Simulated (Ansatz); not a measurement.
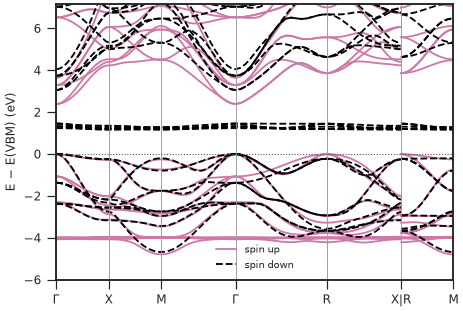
Figure: Band structure from DFT-PBEsol in the program Ansatz with PAW potentials

### Question
Read off the gap and where the band edges lie.

### Answer
About 1.2 eV (1.16 eV by a search for the band edges); maximum at Γ, minimum at X.

The material is GdScO3 (cubic perovskite, Pm-3m).

The cell is a constructed one: a structure type filled with these elements; neither database checked (COD, Materials Project) lists it. COD files the formula under space group No. 62. Whether it is the stable phase at ambient conditions was not checked. Symmetry was held in the PBEsol relaxation. At this level the phase is dynamically unstable (imaginary phonons). The final state is ferromagnetic, chosen from 3 collinear starts compared on coarse meshes (ties went to the first, and starts can fall back to one state), not a proven ground state. Caveat: open 4f shells can settle in a state that is not the lowest. No Hubbard U is applied. Spin–orbit coupling is left out wherever it is not named.

Potentials: the earlier of the program's two PAW sets. The files were generated under PBE; for other functionals the program regenerates the frozen cores, and for LDA and PBEsol the local potential too.
